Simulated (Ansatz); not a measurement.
Consider CH₄BO (SMILES C=[BH-]O) (charge −1).

```json
{"atom": "C", "x (Å)": "0.0321", "y (Å)": "1.0044", "z (Å)": "-0.7717"}
{"atom": "B", "x (Å)": "-0.0973", "y (Å)": "-0.2676", "z (Å)": "-0.0589"}
{"atom": "O", "x (Å)": "-1.1492", "y (Å)": "-1.2279", "z (Å)": "-0.2666"}
{"atom": "H", "x (Å)": "-0.6747", "y (Å)": "1.3509", "z (Å)": "-1.5460"}
{"atom": "H", "x (Å)": "0.6946", "y (Å)": "-0.6522", "z (Å)": "0.8059"}
{"atom": "H", "x (Å)": "0.8498", "y (Å)": "1.7127", "z (Å)": "-0.5856"}
{"atom": "H", "x (Å)": "-1.7272", "y (Å)": "-0.8726", "z (Å)": "-0.9459"}
```

Geometry: PBE0-D3(BJ)/def2-SVPD; the highest occupied orbital lies above zero, a sign that basis and functional describe the outermost electron poorly.

These are results of isolated molecule in a Gaussian basis; Kohn-Sham density functional theory, functional PBE0 in Ansatz, not measurements.

What will maps of the electron density and electron localisation function show?

Answer. B–O (1.44 Å): the density is about 1.7 e/Å³ at the midpoint; the ELF peaks at about 0.90 between the atoms, as expected for a shared but strongly polarised pair.
C–B (1.46 Å): ρ at the midpoint is about 1.7 e/Å³; the ELF peaks at about 0.95 between the atoms, as expected for localised, covalent bonding.
O–H (0.96 Å): ρ is about 3.7 e/Å³ halfway; the ELF climbs to about 1 towards the hydrogen, as it does in any bond to H: an ordinary covalent bond to hydrogen.
C–H (1.10 Å): ρ is about 1.8 e/Å³ halfway; the ELF climbs to about 1 towards the hydrogen: a covalent bond by its length.

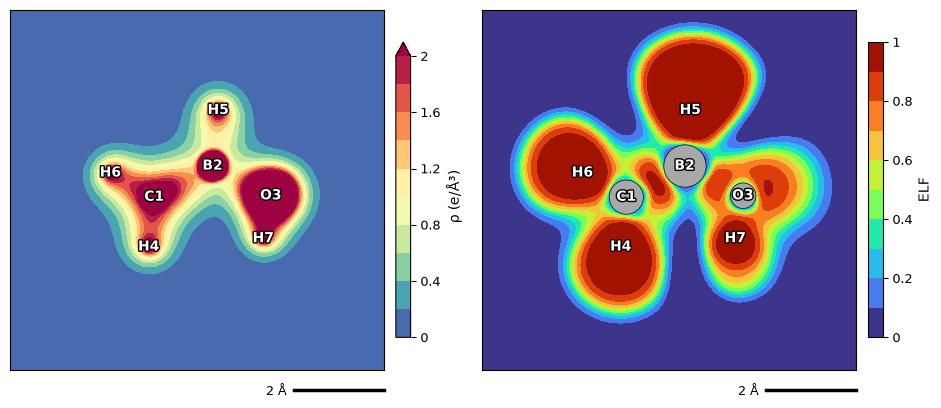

Computed electron density and electron localisation function on the molecular plane, in this order. Grey discs cover the atomic cores in the ELF map. 
